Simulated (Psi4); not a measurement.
**SiH2F2 (SiF2H2) at MP2/CBS (density fitting, density fitting for correlation, extrapolation mp2/jun-cc-pv[dt]z)**

What is the energy difference between two shapes of SiH2F2 (SiF2H2) at MP2/CBS (density fitting, density fitting for correlation, extrapolation mp2/jun-cc-pv[dt]z)? 

The results are computed with Psi4 1.11.

3 further runs of the same task are left out: 3 set aside as unsound or not needed.

## (1) Starting point

SiH2F2 has 5 atoms, charge 0, and is taken as a singlet. SMILES: `[H][Si]([H])(F)F`. The coordinates come from a GFN2-xTB relaxation.

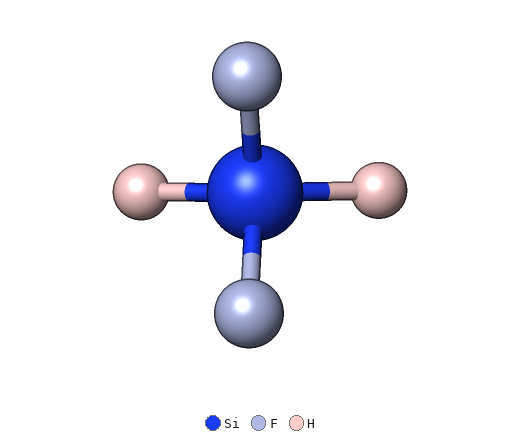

The structure, seen from a chosen angle (silicon blue, fluorine light blue, hydrogen pink).

## (2) The energy at MP2/CBS (density fitting, density fitting for correlation, extrapolation mp2/jun-cc-pv[dt]z)

Contents of job.in:

```
memory 1600 mb

molecule system {
  0 1
  Si    -0.091360     0.000560    -0.064290
  F      0.009240    -0.018840     1.526500
  F      1.436020     0.010630    -0.519740
  H     -0.680140     1.257800    -0.455540
  H     -0.673740    -1.250150    -0.486920
}

set {
  scf_type    df
  freeze_core true
}

energy('mp2/jun-cc-pv[dt]z')
```

On the command line:

```
$ psi4 -n 1 job.in job.out
```

job.out:

```text
[...]
  Running in c1 symmetry.
[...]
  Nuclear repulsion =  119.076698466433129
[...]
  Multiplicity = 1
[...]
  Nalpha       = 17
  Nbeta        = 17
[...]
    Number of basis functions: 149
[...]
   @DF-RHF iter   1:  -489.13159223894490   -7.74259e-01   2.94322e-03 ADIIS/DIIS
[...]
   @DF-RHF iter  10:  -489.09481885016203   -1.13687e-12   3.39444e-09 DIIS
[...]
    Orbital Energies [Eh]
    ---------------------
    Doubly Occupied:
       1A    -68.888972     2A    -26.307711     3A    -26.307533
       4A     -6.230141     5A     -4.338473     6A     -4.337015
       7A     -4.334915     8A     -1.619940     9A     -1.597371
      10A     -0.813458    11A     -0.715851    12A     -0.706521
      13A     -0.702624    14A     -0.663206    15A     -0.642338
      16A     -0.603458    17A     -0.517440
[...]
  @DF-RHF Final Energy:  -489.09481885016203
   => Energetics <=
    Nuclear Repulsion Energy =            119.0766984664331289
    One-Electron Energy =                -917.6890956993995587
    Two-Electron Energy =                 309.5175783828044587
    Total Energy =                       -489.0948188501620280
[...]
 Multipole Moments:
 ------------------------------------------------------------------------------------
     Multipole            Electronic (a.u.)      Nuclear  (a.u.)        Total (a.u.)
 ------------------------------------------------------------------------------------
 L = 1.  Multiply by 2.5417464519 to convert [e a0] to [Debye]
 Dipole X            :          1.8016809           -2.6380780           -0.8363971
 Dipole Y            :         -0.0101811            0.0149484            0.0047673
 Dipole Z            :          1.2521773           -1.8370770           -0.5848997
 Magnitude           :                                                    1.0206324
[...]
```

Run time: 4.5 s. Hardware: 1 thread of Intel Xeon 6975P-C (Granite Rapids), shared host; peak memory 0.34 GiB.

## (3) The distorted shape, same level

Contents of calc.dat:

```
memory 1600 mb

molecule m {
  Si    -0.129269    -0.099269    -0.289883
  F      0.059782    -0.028330     1.414439
  F      1.511450    -0.057795    -0.459472
  H     -0.644928     1.283698    -0.373269
  H     -0.661610    -1.070011    -0.510538
  units angstrom
}

set scf_type df
set freeze_core true

E, wfn = energy("mp2/jun-cc-pv[dt]z", return_wfn=True)
```

On the command line:

```
$ psi4 calc.dat calc.out -n 1
```

calc.out:

```text
[...]
  Running in c1 symmetry.
[...]
  Nuclear repulsion =  117.114093626718898
[...]
  Multiplicity = 1
[...]
  Nalpha       = 17
  Nbeta        = 17
[...]
    Number of basis functions: 149
[...]
   @DF-RHF iter   1:  -489.01046935937654   -7.58322e-01   3.15447e-03 ADIIS/DIIS
[...]
   @DF-RHF iter  10:  -488.99814683452252   -1.00613e-11   9.41272e-09 DIIS
[...]
    Orbital Energies [Eh]
    ---------------------
    Doubly Occupied:
       1A    -68.883462     2A    -26.298311     3A    -26.257378
       4A     -6.233773     5A     -4.342047     6A     -4.338341
       7A     -4.337134     8A     -1.589813     9A     -1.533810
      10A     -0.822144    11A     -0.701406    12A     -0.676434
      13A     -0.671893    14A     -0.625419    15A     -0.609102
      16A     -0.589542    17A     -0.530666
[...]
  @DF-RHF Final Energy:  -488.99814683452252
   => Energetics <=
    Nuclear Repulsion Energy =            117.1140936267188977
    One-Electron Energy =                -914.1431286185272711
    Two-Electron Energy =                 308.0308881572859150
    Total Energy =                       -488.9981468345225153
[...]
 Multipole Moments:
 ------------------------------------------------------------------------------------
     Multipole            Electronic (a.u.)      Nuclear  (a.u.)        Total (a.u.)
 ------------------------------------------------------------------------------------
 L = 1.  Multiply by 2.5417464519 to convert [e a0] to [Debye]
 Dipole X            :          1.5664577           -2.7135627           -1.1471050
 Dipole Y            :         -0.5592218            0.2800267           -0.2791951
 Dipole Z            :          0.3961142           -1.7370830           -1.3409688
 Magnitude           :                                                    1.7866161
[...]
```

It took 4.8 s on 1 thread of Intel Xeon 6975P-C (Granite Rapids), shared host; peak memory 0.34 GiB.

## (4) Summary of results

At MP2/CBS (density fitting, density fitting for correlation, extrapolation mp2/jun-cc-pv[dt]z):

| quantity | value |
| --- | --- |
| first shape: total energy | -489.89619 Eh |
| first shape: correlation energy | -696.8 mEh |
| distorted shape: total energy | -489.79745 Eh |
| distorted shape: correlation energy | -704.9 mEh |
| energy change with the atoms displaced | 2.687 eV |

What this shows: With the atoms displaced the energy rises by 2.69 eV (259 kJ/mol). The first shape isn't relaxed at this level, so the change isn't measured from a minimum.
